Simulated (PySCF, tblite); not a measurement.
**C₆H₈F₂O₂: geometry, infrared bands and NMR shifts**

Aim: predict the infrared bands and NMR shifts of C₆H₈F₂O₂ (`CC/C(F)=C(/OC)C(=O)F`).

Computed with tblite 0.8.0 and PySCF 2.14.0, with density-fitted response routines of our own, on a single molecule in the gas phase. Atoms count from 0, in the outputs and in this text.

### 1 Starting geometry

18 atoms, charge 0, multiplicity 1; geometry from: force field or distance geometry start.

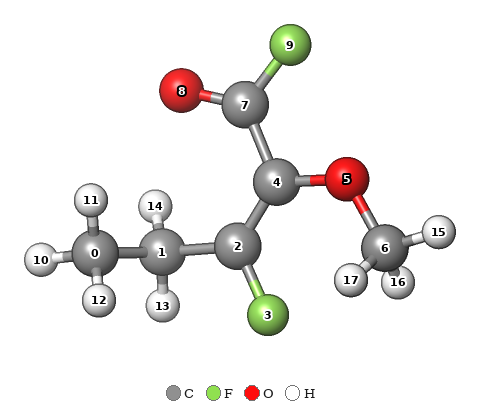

The starting geometry (carbon grey, fluorine green, oxygen red, hydrogen white), atoms numbered.

### 2 Geometry optimisation with GFN2-xTB

The job: settings as JSON, then the geometry in Å.

```
{"job": {"kind": "relax", "xc": "GFN2-xTB", "basis": "xTB"}, "charge": 0, "multiplicity": 1}
C     -2.197200    -1.205400    -0.296200
C     -1.513300    -0.087800    -1.074900
C     -0.019900    -0.059300    -0.777800
F      0.705300    -0.828300    -1.621500
C      0.618100     0.670200     0.165000
O      1.983000     0.718100     0.361900
C      2.851500    -0.041100    -0.470700
C     -0.145100     1.530500     1.123100
O     -1.357500     1.575200     1.251700
F      0.570700     2.302700     1.940800
H     -3.272200    -1.231900    -0.555400
H     -2.128600    -1.056900     0.787900
H     -1.780600    -2.179200    -0.526200
H     -1.632900    -0.278400    -2.141700
H     -1.995400     0.880200    -0.883500
H      3.876100     0.143600    -0.129300
H      2.772700     0.275600    -1.508400
H      2.656500    -1.121200    -0.354900
```

Run with:

```bash
$ OMP_NUM_THREADS=1 python probes_run.py task.json out
```

This one command runs all jobs of the session in turn.

The log of the run:

```text
step      E/eV     max force
  0    -938.49906    2.448
  1    -938.53895    3.109
  2    -938.60289    0.556
  3    -938.62254    0.503
  4    -938.65879    0.384
  5    -938.66411    0.308
  6    -938.67157    0.348
  7    -938.67886    0.424
  8    -938.68329    0.231
  9    -938.68622    0.181
 10    -938.68885    0.204
 11    -938.69141    0.254
 12    -938.69358    0.164
 13    -938.69528    0.110
 14    -938.69661    0.114
 15    -938.69764    0.129
 16    -938.69836    0.072
 17    -938.69886    0.049
 18    -938.69927    0.072
 19    -938.69961    0.065
 20    -938.69991    0.045
 21    -938.70022    0.052
 22    -938.70055    0.075
 23    -938.70084    0.059
 24    -938.70102    0.031
 25    -938.70115    0.028
 26    -938.70128    0.046
 27    -938.70139    0.045
 28    -938.70146    0.027
 29    -938.70150    0.014
 30    -938.70153    0.022
 31    -938.70156    0.025
 32    -938.70160    0.025
 33    -938.70163    0.016
 34    -938.70167    0.022
 35    -938.70171    0.030
 36    -938.70177    0.031
 37    -938.70183    0.031
 38    -938.70190    0.022
 39    -938.70196    0.032
 40    -938.70202    0.036
 41    -938.70209    0.026
 42    -938.70214    0.020
 43    -938.70220    0.023
 44    -938.70226    0.026
 45    -938.70231    0.020
 46    -938.70235    0.017
 47    -938.70240    0.020
 48    -938.70244    0.023
 49    -938.70248    0.019
 50    -938.70252    0.015
 51    -938.70256    0.018
 52    -938.70261    0.029
 53    -938.70267    0.033
 54    -938.70272    0.021
 55    -938.70275    0.011
 56    -938.70276    0.013
 57    -938.70277    0.016
 58    -938.70279    0.015
 59    -938.70280    0.009
```

Run time: 0.39 s. Hardware: 1 thread of Arm Neoverse V1, shared host; peak memory 0.18 GiB.

Step by step: (not every step is listed)

```csv
step,energy from step 0 (eV),largest force (eV/Å)
0,0.0000,2.4480
1,-0.0399,3.1094
2,-0.1038,0.5559
3,-0.1235,0.5033
4,-0.1597,0.3842
5,-0.1651,0.3082
6,-0.1725,0.3484
7,-0.1798,0.4239
8,-0.1842,0.2306
12,-0.1945,0.1645
16,-0.1993,0.0720
20,-0.2009,0.0450
24,-0.2020,0.0313
28,-0.2024,0.0275
32,-0.2025,0.0251
36,-0.2027,0.0314
40,-0.2030,0.0356
44,-0.2032,0.0257
48,-0.2034,0.0226
52,-0.2036,0.0294
54,-0.2037,0.0209
55,-0.2037,0.0108
56,-0.2037,0.0125
57,-0.2037,0.0164
58,-0.2037,0.0149
59,-0.2037,0.0092
```

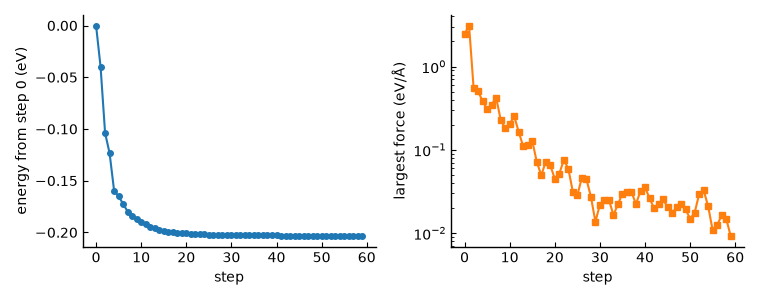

Energy and force, step by step.

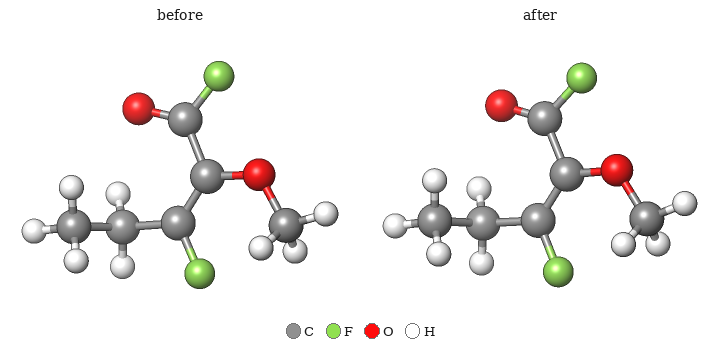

The geometry before (left) and after (right).

Close pairs (by a distance rule), those that changed most:

```csv
bond,before (Å),after (Å),change (Å)
C7–O8,1.220,1.187,-0.033
C1–C2,1.523,1.491,-0.032
C4–C7,1.497,1.472,-0.025
C4–O5,1.380,1.358,-0.021
C0–H10,1.106,1.086,-0.020
C7–F9,1.333,1.353,+0.020
C6–H17,1.104,1.092,-0.011
O5–C6,1.423,1.412,-0.011
```

The next job starts from the end point, and lists it.

### 3 Vibrational analysis with GFN2-xTB

The job: settings as JSON, then the geometry in Å.

```
{"job": {"kind": "ir", "xc": "GFN2-xTB", "basis": "xTB"}, "charge": 0, "multiplicity": 1}
C     -2.194065    -1.190414    -0.262644
C     -1.527419    -0.088177    -1.093679
C     -0.058763    -0.044942    -0.842675
F      0.628566    -0.821869    -1.714631
C      0.598781     0.625780     0.129336
O      1.930130     0.673438     0.395159
C      2.849167    -0.019096    -0.422600
C     -0.159846     1.468734     1.067493
O     -1.331602     1.615693     1.185995
F      0.674743     2.149068     1.886480
H     -3.249602    -1.248939    -0.511332
H     -2.099196    -0.968108     0.796096
H     -1.733761    -2.154362    -0.465940
H     -1.672350    -0.298692    -2.155369
H     -1.982232     0.870118    -0.849169
H      3.826566     0.205231     0.000628
H      2.811088     0.331067    -1.456881
H      2.681035    -1.098213    -0.396321
```

The log of the run:

```text
mode    cm-1     km/mol
  1      49.9      6.01
  2      51.5      0.70
  3      64.1      0.44
  4     112.0      0.02
  5     190.7      3.85
  6     198.7      0.77
  7     212.1      2.52
  8     246.9      4.81
  9     260.7      0.26
 10     326.6      3.91
 11     376.9      2.04
 12     402.2     16.97
 13     412.2      1.51
 14     495.7      2.97
 15     555.8      1.08
 16     645.5     22.94
 17     691.2     22.63
 18     720.9     23.56
 19     816.4      0.33
 20     941.9    356.32
 21     988.2      5.71
 22    1024.7     41.12
 23    1064.5     40.67
 24    1075.2     18.01
 25    1114.8      3.11
 26    1122.5     89.39
 27    1168.2     23.09
 28    1204.6     59.25
 29    1236.1    114.74
 30    1250.4    262.64
 31    1311.7      8.09
 32    1403.2      3.58
 33    1404.2      1.01
 34    1448.5      8.66
 35    1469.1      8.86
 36    1476.2      9.35
 37    1490.1      4.66
 38    1493.4      7.23
 39    1645.0    277.58
 40    1817.7    295.67
 41    2968.1     24.69
 42    2977.4     18.17
 43    2988.7     11.65
 44    3020.0      0.33
 45    3035.3      8.69
 46    3043.6     24.03
 47    3056.2     24.15
 48    3062.2     15.68
```

Wall time 0.64 s (1 thread of Arm Neoverse V1, shared host); peak memory 0.18 GiB.

The strongest bands and the atoms that carry them (share of the mass-weighted mode):

```csv
cm⁻¹,km/mol,atoms
942,356.3,"C7 22 %, F9 22 %, C4 15 %, F3 11 %"
1025,41.1,"H14 21 %, H10 15 %, C0 14 %, C1 12 %"
1122,89.4,"C7 14 %, C4 12 %, H15 11 %, C6 10 %"
1205,59.2,"C2 41 %, H13 11 %"
1236,114.7,"H14 23 %, C4 21 %, H13 13 %"
1250,262.6,"C4 36 %, H14 21 %, O5 14 %"
1645,277.6,"C4 47 %, C2 46 %"
1818,295.7,"C7 60 %, O8 37 %"
```

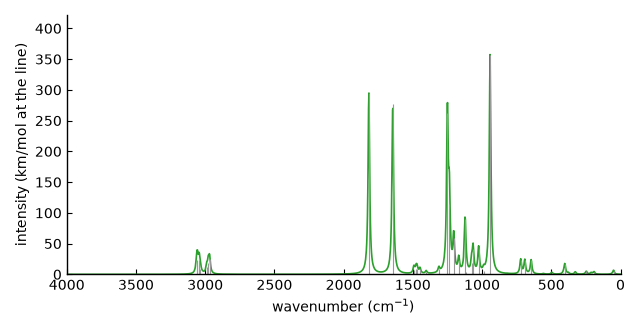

The infrared spectrum from these modes, unscaled. Lines are broadened to a width of 14 cm⁻¹ (Lorentzian).

### 4 Nuclear shieldings: PBE0/pcSseg-1

Settings changed since step 3:

```diff
@@ -1,2 +1,2 @@
-{"job": {"kind": "ir", "xc": "GFN2-xTB", "basis": "xTB"}, "charge": 0, "multiplicity": 1}
+{"job": {"kind": "nmr", "xc": "PBE0", "basis": "pcSseg-1"}, "charge": 0, "multiplicity": 1}
 C     -2.194065    -1.190414    -0.262644
```

Method: GIAO PBE0/pcSseg-1 NMR shielding, non-relativistic, gas phase.

The log of the run:

```text
coarse grid: 15824 points
cycle   1  E = -582.5671315444  dE =  1.617e+00  |g| = 1.085e+00  |ddm| = 3.821e+00
cycle   2  E = -581.9972577187  dE =  5.699e-01  |g| = 2.061e+00  |ddm| = 2.232e+00
cycle   3  E = -582.7689443123  dE = -7.717e-01  |g| = 2.675e-01  |ddm| = 1.634e+00
cycle   4  E = -582.7801071950  dE = -1.116e-02  |g| = 1.177e-01  |ddm| = 2.540e-01
cycle   5  E = -582.7821416480  dE = -2.034e-03  |g| = 2.769e-02  |ddm| = 8.194e-02
cycle   6  E = -582.7822891708  dE = -1.475e-04  |g| = 9.476e-03  |ddm| = 2.709e-02
cycle   7  E = -582.7823047949  dE = -1.562e-05  |g| = 3.788e-03  |ddm| = 9.603e-03
cycle   8  E = -582.7823077810  dE = -2.986e-06  |g| = 9.236e-04  |ddm| = 3.515e-03
final grid: 155848 points
cycle   9  E = -582.8763681432  dE = -4.757e-05  |g| = 1.461e-02  |ddm| = 3.632e-02
cycle  10  E = -582.8762921499  dE =  7.599e-05  |g| = 2.506e-02  |ddm| = 2.591e-02
cycle  11  E = -582.8764076139  dE = -1.155e-04  |g| = 2.959e-03  |ddm| = 1.780e-02
cycle  12  E = -582.8764093911  dE = -1.777e-06  |g| = 4.711e-04  |ddm| = 2.217e-03
cycle  13  E = -582.8764094179  dE = -2.687e-08  |g| = 2.458e-04  |ddm| = 5.109e-04
cycle  14  E = -582.8764094279  dE = -9.931e-09  |g| = 6.337e-05  |ddm| = 2.007e-04
cycle  15  E = -582.8764094286  dE = -7.171e-10  |g| = 2.746e-05  |ddm| = 6.934e-05
converged SCF energy = -582.8764094286

GIAO shielding tensors (ppm)
atom      isotropic    diamagn.    paramagn.     s11        s22        s33       span
  0 C      171.544     247.333     -75.789    154.924    173.051    186.658     31.734
  1 C      156.379     250.491     -94.112    143.101    151.823    174.213     31.112
  2 C       11.605     256.029    -244.425    -59.602     24.050     70.365    129.968
  3 F      282.951     477.307    -194.356    218.137    250.093    380.625    162.488
  4 C       54.919     258.484    -203.565    -18.426     76.500    106.684    125.109
  5 O      247.358     394.404    -147.045    150.900    294.479    296.697    145.797
  6 C      127.529     244.350    -116.821    101.993    103.601    176.994     75.001
  7 C       21.861     250.273    -228.412    -87.749     51.575    101.757    189.506
  8 O      -90.465     404.481    -494.946   -317.671   -214.630    260.906    578.577
  9 F      134.864     474.170    -339.306    -99.791    240.114    264.270    364.061
 10 H       30.498      27.931       2.567     26.087     27.281     38.125     12.037
 11 H       30.347      30.941      -0.594     25.763     30.232     35.045      9.282
 12 H       30.441      30.103       0.338     26.136     29.159     36.027      9.892
 13 H       29.465      29.977      -0.512     25.074     28.451     34.869      9.795
 14 H       28.109      31.535      -3.426     24.773     27.193     32.360      7.586
 15 H       27.724      27.666       0.058     23.461     25.979     33.732     10.271
 16 H       27.584      29.351      -1.767     23.684     26.357     32.712      9.027
 17 H       27.519      30.386      -2.868     23.461     26.543     32.552      9.091
```

Wall time 47 s (1 thread of Arm Neoverse V1, shared host); peak memory 0.93 GiB.

The references, computed at this level on geometries of the same kind, shield at (ppm): ¹H TMS 31.72, ¹³C TMS 186.9, ¹⁹F CFCl3 170.9, ¹⁷O H2O 336.1. Their shielding less the atom's gives the shift. The references are single molecules in the gas phase, so shifts against H2O, NH3, PH3, H3PO4 or CFCl3 are not on the usual liquid scales and can be off by tens of ppm. Atoms listed in one row are averaged.

```csv
atoms,environment,σ (ppm),δ (ppm),δ scaled to CDCl3
C2,β carbon of a C=C–C=O unit,11.6,175.3,169.2
C7,carbonyl carbon,21.9,165.1,159.2
C4,alkene carbon bearing oxygen,54.9,132.0,126.9
C6,methyl carbon bonded to O,127.5,59.4,56.1
C1,allylic sp3 CH2,156.4,30.5,27.9
C0,methyl carbon,171.5,15.4,13.1
"H15, H16, H17",hydrogen on a methyl carbon bonded to O,27.61,4.11,3.98
"H13, H14",hydrogen on an allylic sp3 CH2,28.79,2.93,2.87
"H10, H11, H12",hydrogen on a methyl carbon,30.43,1.29,1.32
F9,fluorine bonded to C,134.9,36.1,–
F3,vinylic fluorine,283.0,-112.0,–
O8,carbonyl oxygen,-90.5,426.5,–
O5,ether oxygen,247.4,88.7,–
```

The scaled column applies a straight-line fit of computed shieldings to shifts measured in CDCl3, and one for carbons that bear F (root-mean-square error 0.16 ppm for H, 1.9 ppm for C).

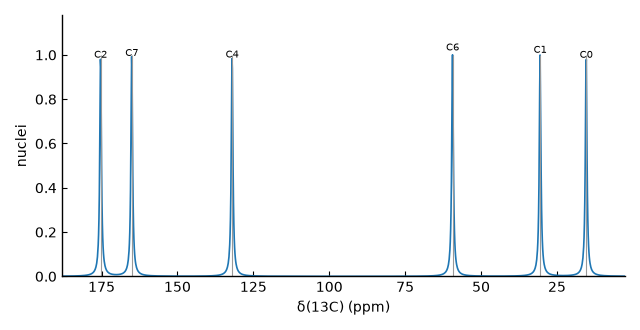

¹³C lines at the computed shifts, without couplings. Lines are broadened to a width of 0.64 ppm (Lorentzian).

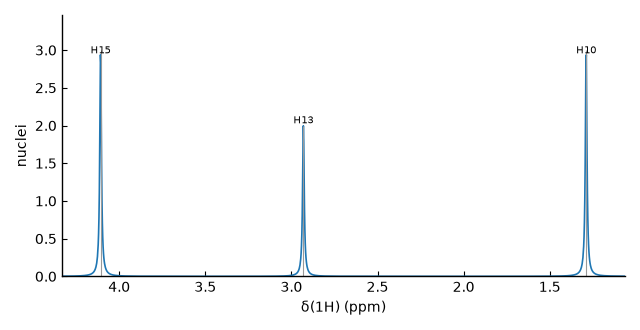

¹H lines at the computed shifts, without couplings. Lines are broadened to a width of 0.01 ppm (Lorentzian).

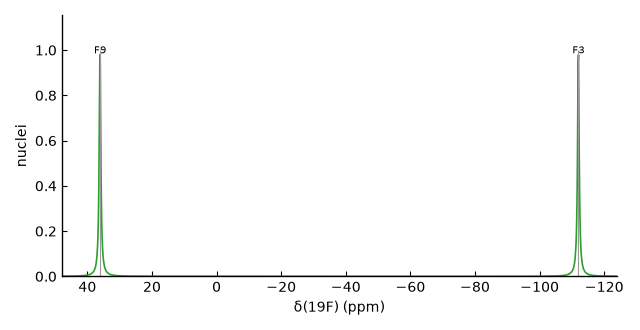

¹⁹F lines at the computed shifts, without couplings. Lines are broadened to a width of 0.59 ppm (Lorentzian).

Charges from the same density, by scheme (e):

```csv
atoms,Mulliken,IAO,Hirshfeld,ESP fit
C0,-0.27,-0.41,-0.12,-0.22
C1,-0.22,-0.28,-0.08,0.07
C2,0.24,0.27,0.10,-0.01
F3,-0.28,-0.27,-0.06,-0.12
C4,0.01,0.06,0.03,0.08
O5,-0.48,-0.32,-0.12,-0.21
C6,-0.03,-0.21,-0.04,-0.26
C7,0.61,0.60,0.23,0.58
O8,-0.37,-0.40,-0.21,-0.41
F9,-0.26,-0.27,-0.09,-0.23
```

Mulliken charges:

C0 -0.27; C1 -0.22; C2 0.24; F3 -0.28; C4 0.01; O5 -0.48; C6 -0.03; C7 0.61; O8 -0.37; F9 -0.26; H10 0.12; H11 0.13; H12 0.12; H13 0.14; H14 0.17; H15 0.13; H16 0.11; H17 0.12

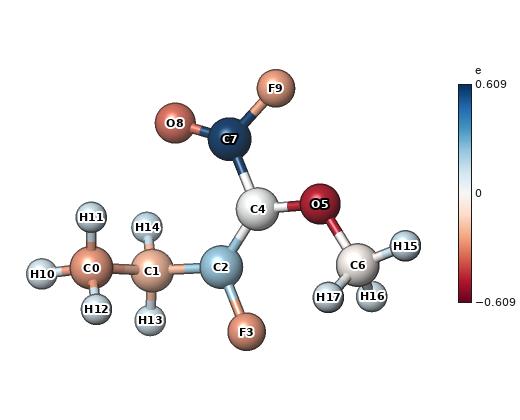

Mulliken charges, as colours on the atoms.

Mayer bond orders: C0–C1 1.03, C1–C2 1.06, C2–F3 0.91, C2–C4 1.60, C4–O5 1.03, O5–C6 0.88, C4–C7 1.04, C7–O8 2.00, C7–F9 0.98.

Orbitals, density, ELF and potential are computed afterwards from the orbital file.

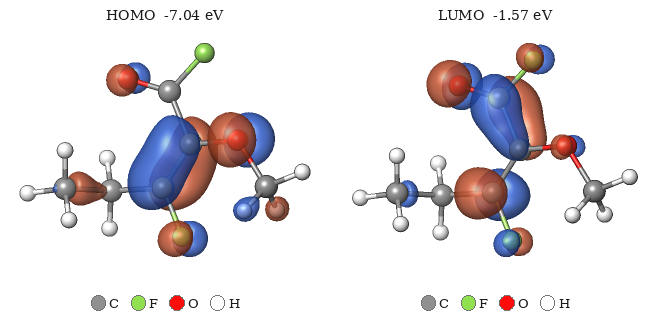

PBE0/pcSseg-1 orbitals near the gap, drawn at the value that encloses 70 % of each; the two colours are the two signs.

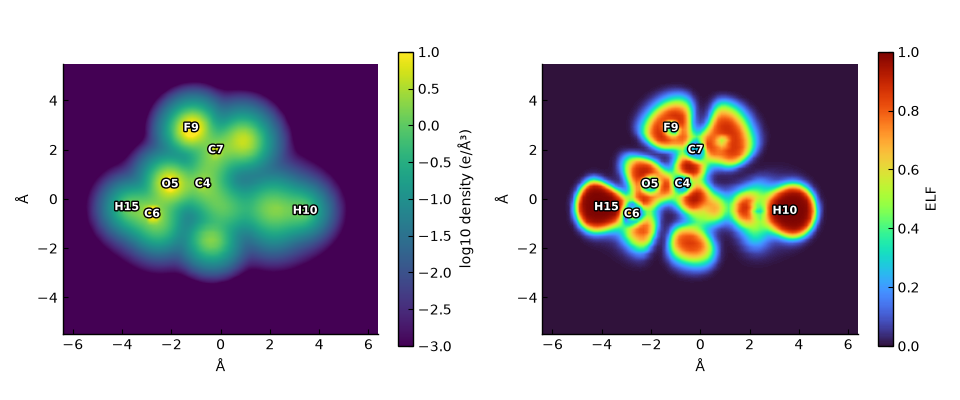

Density (left) and ELF (right) in a plane through or near 7 of the atoms.

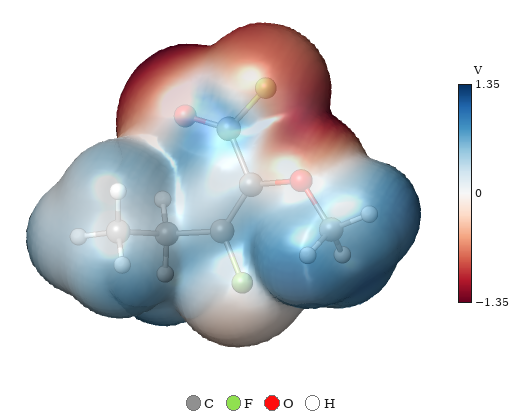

The potential that a unit positive charge feels on the 0.002 e/bohr³ surface, from the 1st to the 99th percentile, from -1.35 V near O8 to 0.99 V near H15.

### 5 Results

```
                                                              quantity                                      value
                             strongest single infrared mode (GFN2-xTB)                       942 cm⁻¹, 356 km/mol
                                          zero-point energy (GFN2-xTB)                              83.1 kcal/mol
                                ¹³C shifts against TMS (PBE0/pcSseg-1)  175.3, 165.1, 132.0, 59.4, 30.5, 15.4 ppm
¹H shifts against TMS (PBE0/pcSseg-1, means over atoms taken as alike)                       4.11, 2.93, 1.29 ppm
                              ¹⁹F shifts against CFCl3 (PBE0/pcSseg-1)                           36.1, -112.0 ppm
                                ¹⁷O shifts against H2O (PBE0/pcSseg-1)                            426.5, 88.7 ppm
                                 surface potential, 1st and 99th percentile                         -1.35 V and 0.99 V
```

**Reading.** The optimisation took 59 steps and gained 0.204 eV; among the close pairs (by a distance rule), C7–O8 changed most, from 1.220 to 1.187 Å. No mode is imaginary among the 48: a minimum at this level. The strongest single mode, at 942 cm⁻¹, is spread over many atoms; the largest shares are those of C7, F9. Unscaled tight-binding wavenumbers are off by several per cent, some by more. Its intensities can rank the bands wrongly. H15, H16, H17 (mean) (hydrogen on a methyl carbon bonded to O) lies farthest downfield among hydrogen, at 4.11 ppm; its carbon carries O, hence the downfield position. At PBE0/pcSseg-1: The largest span, 579 ppm, is at O8, where the paramagnetic term is -495 ppm. At PBE0/pcSseg-1, counted by nearest atom on the grid, the HOMO lies on O5 28 %; C2, C4 about 22 % each, the LUMO on C2, C7 about 26 % each; O8 18 %.
